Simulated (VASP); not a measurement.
Band structure of LuAu₂ (space group I4/mmm). Method: PBEsol GGA, VASP's PBE PAW potentials (set 64) (plane waves; VASP).

Unless said otherwise, spin-orbit coupling is left out, though it shifts the bands of the heavy elements here.

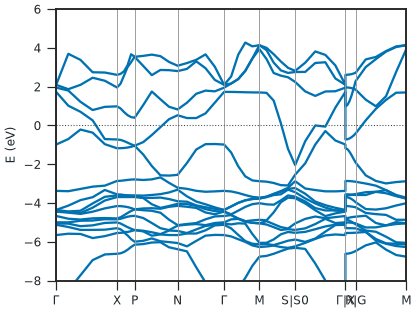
Bands along high-symmetry lines, zero at the valence-band maximum or, without a gap, the Fermi level

Read the plot: is there a gap, and where are the band edges?

It has no gap at this level: it comes out as a metal or semimetal.

The structure comes from a computed database's LuAu2 entry (I4/mmm); how it stands against other phases isn't given here. The cell was not relaxed at this level. The electron count is odd and the run is not spin-polarised, which forces a metal.
